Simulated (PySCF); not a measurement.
C$_{5}$H$_{11}$BSi

```yaml
atoms:
  - { symbol: C, position_ang: [2.7156, 0.2808, -1.3661] }
  - { symbol: C, position_ang: [1.7748, 0.4852, -0.4458] }
  - { symbol: B, position_ang: [1.4289, -0.5154, 0.6889] }
  - { symbol: C, position_ang: [0.3295, -0.1538, 1.7234] }
  - { symbol: Si, position_ang: [-1.3678, -0.7482, 1.0491] }
  - { symbol: C, position_ang: [-1.6353, -0.0608, -0.6839] }
  - { symbol: C, position_ang: [-2.5978, 0.7763, -1.0378] }
  - { symbol: H, position_ang: [2.9435, 0.9925, -2.1469] }
  - { symbol: H, position_ang: [3.3080, -0.6210, -1.3701] }
  - { symbol: H, position_ang: [1.2236, 1.4204, -0.5059] }
  - { symbol: H, position_ang: [1.9687, -1.5568, 0.7284] }
  - { symbol: H, position_ang: [0.2356, 0.9190, 1.8941] }
  - { symbol: H, position_ang: [0.4584, -0.6348, 2.6920] }
  - { symbol: H, position_ang: [-1.4108, -2.2171, 0.9923] }
  - { symbol: H, position_ang: [-2.4220, -0.2633, 1.9525] }
  - { symbol: H, position_ang: [-0.9253, -0.3741, -1.4422] }
  - { symbol: H, position_ang: [-3.3325, 1.1241, -0.3294] }
  - { symbol: H, position_ang: [-2.7040, 1.1534, -2.0444] }
```

Geometry: GFN2-xTB.

Method: PBE0/def2-SVPD, SCF density, gas phase in PySCF.

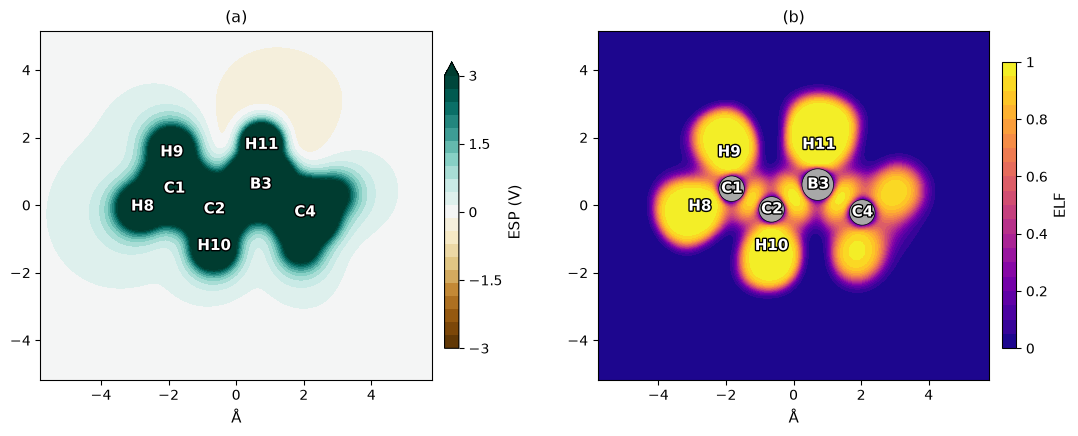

Figure 1. (a) molecular electrostatic potential; (b) electron localisation function on the plane of atoms C4, B3 and H11. Grey discs cover the atomic cores in the ELF map.

> Describe what can be read from this map.

- Atoms in the plane: C, B and H.
- C–C (1.33 Å): the ELF peaks at about 0.95 between the atoms: a short, multiple covalent bond.
- C–B (1.55 Å): the ELF peaks at about 1 between the atoms: a shared electron pair.
- C–H (1.08 Å): the ELF climbs to about 1 towards the hydrogen, as it does in any bond to H; an ordinary covalent bond to hydrogen.
- B–H (1.17 Å): the ELF climbs to about 1 towards the hydrogen (a covalent bond by its length).
- Outside the dense part of the molecule the potential is most negative (−0.3 V) near H11.

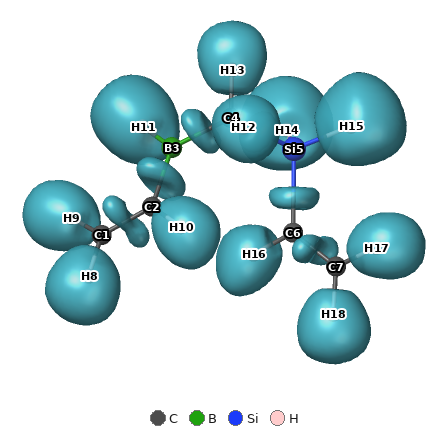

Figure 2. Isosurface of the electron localisation function at 0.85 (cyan), seen across its widest extent. Only the valence region is drawn (cores and ρ < 0.01 e/Å³ removed).

> Identify the bonds, lone pairs and shells in this picture.

The ELF exceeds this value in two regions between bonded B–C atoms (shared pairs), two regions between bonded C–C atoms (shared pairs), two regions between bonded C–Si atoms (shared pairs) and eleven regions around hydrogen nuclei. Profiles from the grid: C–C (1.32 Å): the ELF peaks at about 0.90 between the atoms (a multiple bond).

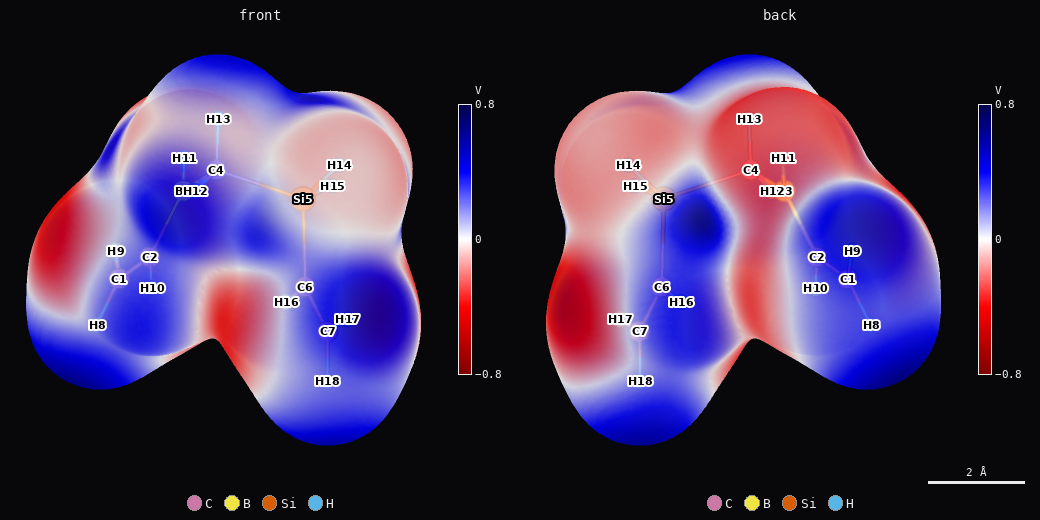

Figure 3. The electrostatic potential painted on the density surface at 0.001 e/bohr³, seen from the front and from behind; red is negative and blue positive.

> Where is the surface potential most negative and most positive?

The most negative region (about −0.5 V, or −12 kcal/mol for a unit charge) lies over the π face of C2, C6 and C7, the most positive (about +0.6 V, or +14 kcal/mol for a unit charge) over B3, Si5, H8 and H18.
